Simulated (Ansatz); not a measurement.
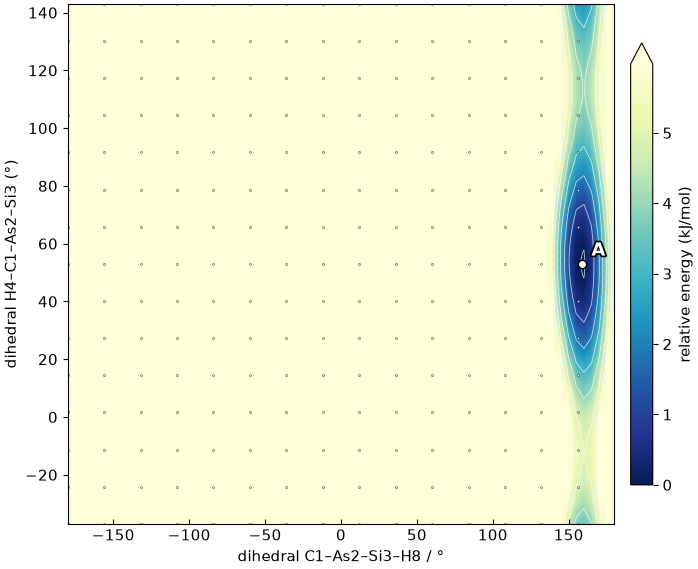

CH6AsSi, SMILES C[AsH][SiH2+], charge +1. 
- The first coordinate is: dihedral C1–As2–Si3–H8; the second: dihedral H4–C1–As2–Si3.
- Nothing is relaxed (all other coordinates rigid).
- The scan uses a 15 × 15 grid.
- Points are written as (first, second).
- All energies are given in kJ/mol relative to the lowest grid point.
- Theory: RKS PBE-D4/def2-SVP in Ansatz 0.2.0.

Drawn: a smooth colour map with a few white contour lines, dots at the grid points, one colour for all values above the top of the scale, the well A. Between grid points the surface is interpolated.

**Where is the minimum, and how stiff is the well along each coordinate? Take the well at A.**

The interpolated minimum is at dihedral C1–As2–Si3–H8 ≈ 159°, dihedral H4–C1–As2–Si3 ≈ 53.0°. The curvatures there are about 1.1 eV/rad² and 0.2 eV/rad², with a cross term of about 0.02 eV/rad². Round the minimum the two coordinates are nearly uncoupled. (1 eV is 96.5 kJ/mol.)
